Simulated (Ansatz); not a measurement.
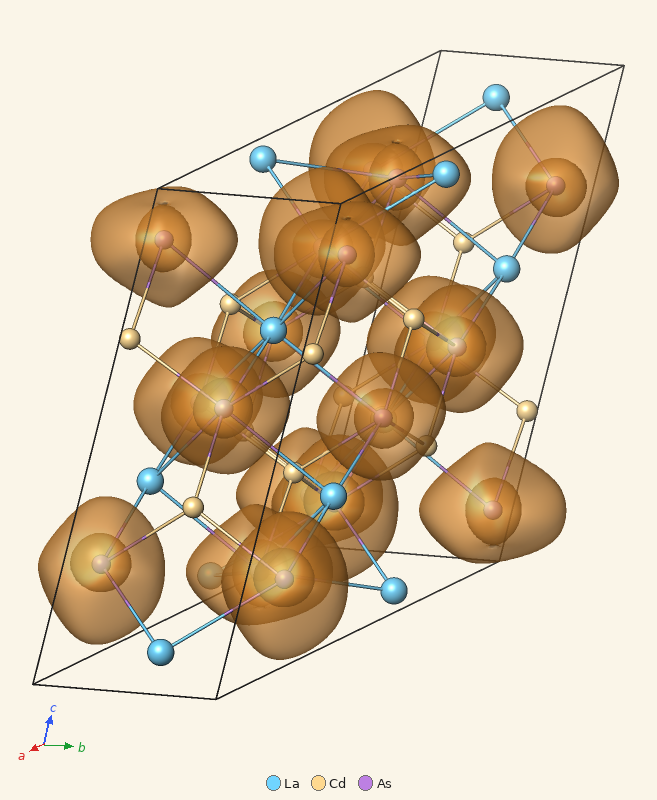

Figure. La2Cd2As3. Isosurface of the electron localisation function at 0.55 (orange), seen slightly off an axis. Core shells are left out. Sticks mark near contacts.

Space group C2/m; built by placing these elements on a known structure type; not relaxed (largest force 1.7 eV/Å).

Level of theory: Ansatz, DFT, PAW plane waves, r2SCAN.

```cif
data_structure
_symmetry_space_group_name_H-M 'P 1'
_symmetry_Int_Tables_number 1
_cell_length_a 16.6317
_cell_length_b 4.4142
_cell_length_c 12.3151
_cell_angle_alpha 90.000
_cell_angle_beta 126.525
_cell_angle_gamma 90.000
_cell_volume 726.54
loop_
_atom_site_label
_atom_site_type_symbol
_atom_site_fract_x
_atom_site_fract_y
_atom_site_fract_z
_atom_site_occupancy
La1 La 0.26674 0.00000 0.66429 1
La2 La 0.76674 0.50000 0.66429 1
La3 La 0.23326 0.50000 0.33571 1
La4 La 0.73326 0.00000 0.33571 1
La5 La 0.39395 0.00000 0.05022 1
La6 La 0.89395 0.50000 0.05022 1
La7 La 0.10605 0.50000 0.94978 1
La8 La 0.60605 0.00000 0.94978 1
Cd1 Cd 0.04012 0.00000 0.31430 1
Cd2 Cd 0.54012 0.50000 0.31430 1
Cd3 Cd 0.45988 0.50000 0.68570 1
Cd4 Cd 0.95988 0.00000 0.68570 1
Cd5 Cd 0.41019 0.00000 0.34714 1
Cd6 Cd 0.91019 0.50000 0.34714 1
Cd7 Cd 0.08981 0.50000 0.65286 1
Cd8 Cd 0.58981 0.00000 0.65286 1
As1 As 0.07743 0.00000 0.12487 1
As2 As 0.57743 0.50000 0.12487 1
As3 As 0.42257 0.50000 0.87513 1
As4 As 0.92257 0.00000 0.87513 1
As5 As 0.15341 0.00000 0.80033 1
As6 As 0.65341 0.50000 0.80033 1
As7 As 0.34659 0.50000 0.19967 1
As8 As 0.84659 0.00000 0.19967 1
As9 As 0.38709 0.00000 0.54008 1
As10 As 0.88709 0.50000 0.54008 1
As11 As 0.11291 0.50000 0.45992 1
As12 As 0.61291 0.00000 0.45992 1
```

> What do the ELF domains correspond to?

At this value the surface marks out twelve regions wrapped around As (the valence shell of each), counted in one cell of 28 atoms. Regions shared between cells count once.

Values along the shortest contacts:
As–As (2.58 Å): the ELF is about 0.50 at the midpoint. Cd–As (2.62 Å): the ELF is about 0.35 at the midpoint.
